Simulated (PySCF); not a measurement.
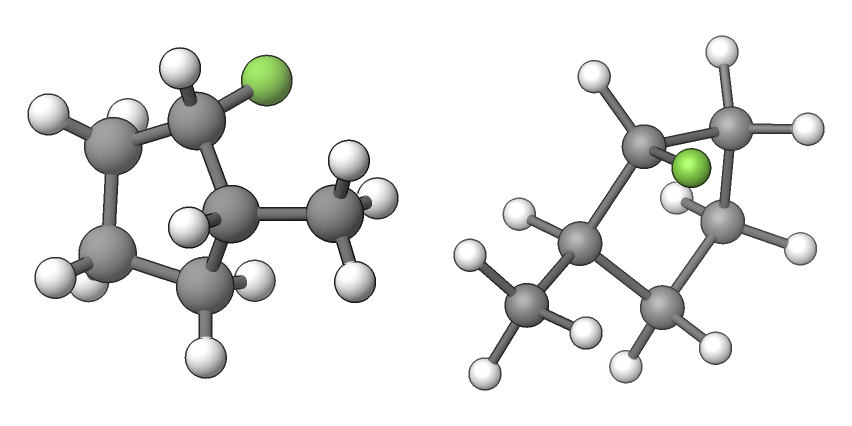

The same structure drawn twice, from different directions. Colours: carbon grey, fluorine green, hydrogen white.

The computed structure is the end point of a GFN2-xTB optimisation. No frequency run is at hand to confirm it as a minimum.

**What is the molecular formula?**

C6H11F, 18 atoms: 6 carbon, 11 hydrogen and 1 fluorine.

**Name some functional groups or characteristic bonds that it holds.**

Among them: C–F bond.

The parts below concern this one geometry. Atoms keep their numbers from picture to picture.

### Geometry

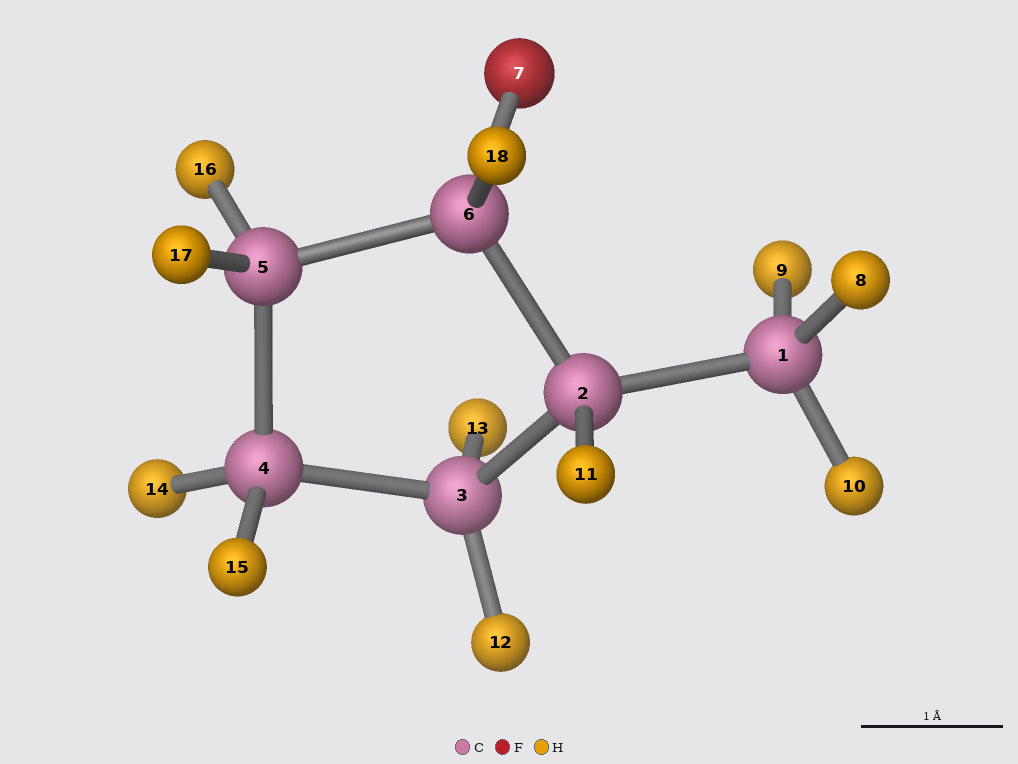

Numbered structure. No frequency run is at hand to confirm it as a minimum.

**How are the neighbours of atom 1 arranged?**

C1 has 4 neighbours (C2 at 1.52, H8 at 1.09, H9 at 1.09, H10 at 1.09 Å); the arrangement is tetrahedral.

**Describe the coordination of atom 3.**

C3 has 4 neighbours (C2 at 1.53, C4 at 1.53, H12 at 1.09, H13 at 1.09 Å); the arrangement is tetrahedral.

**How are the neighbours of atom 6 arranged?**

C6 has 4 neighbours (C2 at 1.54, C5 at 1.54, F7 at 1.38, H18 at 1.10 Å); the arrangement is tetrahedral.

**Describe the coordination of atom 4.**

C4 has 4 neighbours (C3 at 1.53, C5 at 1.54, H14 at 1.09, H15 at 1.09 Å); the arrangement is tetrahedral.

**What is the dihedral angle C2–C3–C4–C5?**

38° in size, that is gauche.

### Electronic properties

No frequency run is at hand to confirm it as a minimum. Method: PBE0/def2-SVPD, gas phase (PySCF 2.14.0). Excitations: vertical, linear response.

**What is the HOMO energy (Kohn–Sham orbital)?**

−8.75 eV.

**Estimate the brightest of the 6 lowest singlets.**

8.47 eV.

**Estimate the lowest vertical singlet excitation.**

8.24 eV.

**Give the HOMO–LUMO gap at this level.**

9.42 eV.

### Ring current

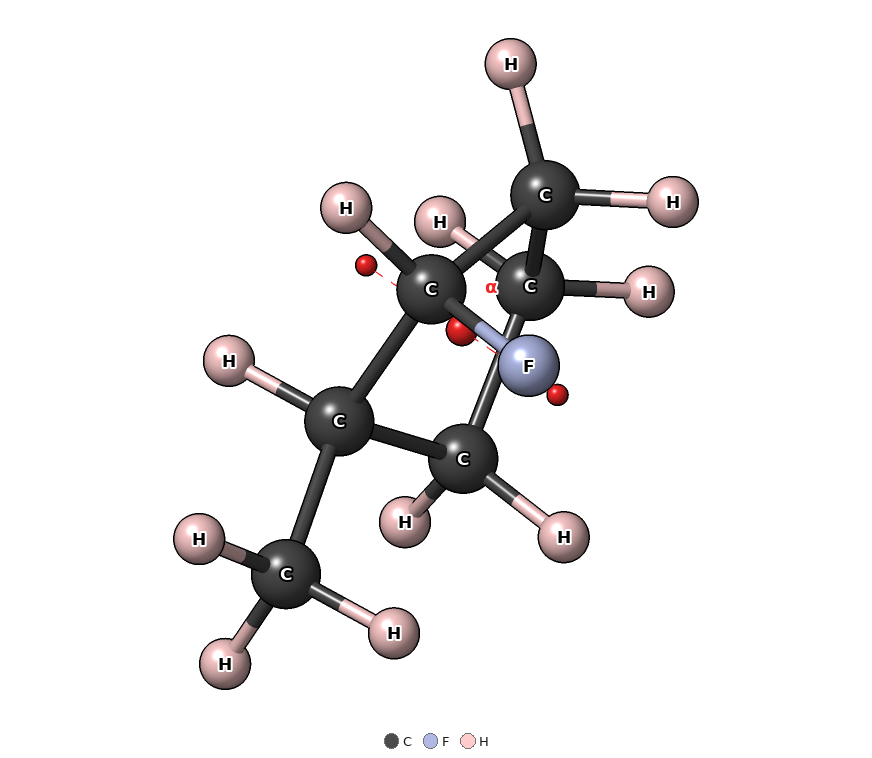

The small points mark where nucleus-independent chemical shifts (NICS) were computed: at the centre of each lettered ring and 1 Å above and below it. No frequency run is at hand to confirm it as a minimum. Level of theory: GIAO PBE0/pcSseg-1 NMR shielding, non-relativistic, gas phase (PySCF 2.14.0).

Give NICS(0), NICS(1) and the out-of-plane component NICS(1)zz for each ring (means of the two sides).

```json
{"ring": "α", "members": "C5", "NICS(0)": "−4.3", "NICS(1)": "−3.9", "NICS(1)zz": "−3.1"}
```

Values in ppm.

**What do the values say about the ring currents?**

Ring α: weak, as in a non-aromatic ring. NICS is one index among several.

### NMR shielding

The questions are on isotropic NMR shieldings of the H atoms. No frequency run is at hand to confirm it as a minimum. Level of theory: GIAO PBE0/pcSseg-1 NMR shielding, non-relativistic, gas phase (PySCF 2.14.0).

**Which H atom is the most shielded (lowest chemical shift)?**

H10 (30.59 ppm).

**Which H atom is the least shielded (highest chemical shift)?**

H18 (26.75 ppm).

**How wide is the range of H shifts?**

3.84 ppm.

List the isotropic NMR shieldings of the H atoms.

```json
{"atom": "H8", "σ (ppm)": "30.46"}
{"atom": "H9", "σ (ppm)": "30.42"}
{"atom": "H10", "σ (ppm)": "30.59"}
{"atom": "H11", "σ (ppm)": "30.20"}
{"atom": "H12", "σ (ppm)": "30.09"}
{"atom": "H13", "σ (ppm)": "30.30"}
{"atom": "H14", "σ (ppm)": "29.80"}
{"atom": "H15", "σ (ppm)": "30.29"}
{"atom": "H16", "σ (ppm)": "29.69"}
{"atom": "H17", "σ (ppm)": "29.42"}
{"atom": "H18", "σ (ppm)": "26.75"}
```

### Charges

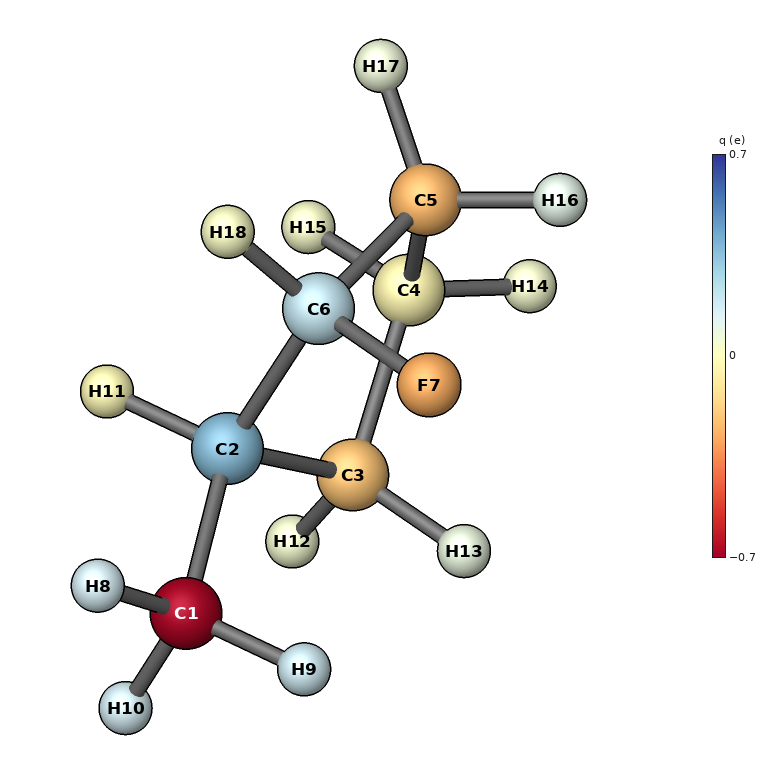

Atoms are coloured by their ESP-fitted charges. No frequency run is at hand to confirm it as a minimum. Properties computed with PBE0/pcSseg-1, gas phase (PySCF 2.14.0).

**Which atom carries the highest charge (most positive or least negative)?**

C2 (0.36 e).

**And the lowest?**

C1 (−0.67 e).

List the ESP-fitted charges.

```csv
atom,value (e)
C1,−0.67
C2,0.36
C3,−0.21
C4,−0.04
C5,−0.24
C6,0.21
F7,−0.27
H8,0.16
H9,0.18
H10,0.16
H11,−0.02
H12,0.05
H13,0.08
H14,0.04
H15,0.03
H16,0.11
H17,0.07
H18,0.02
```
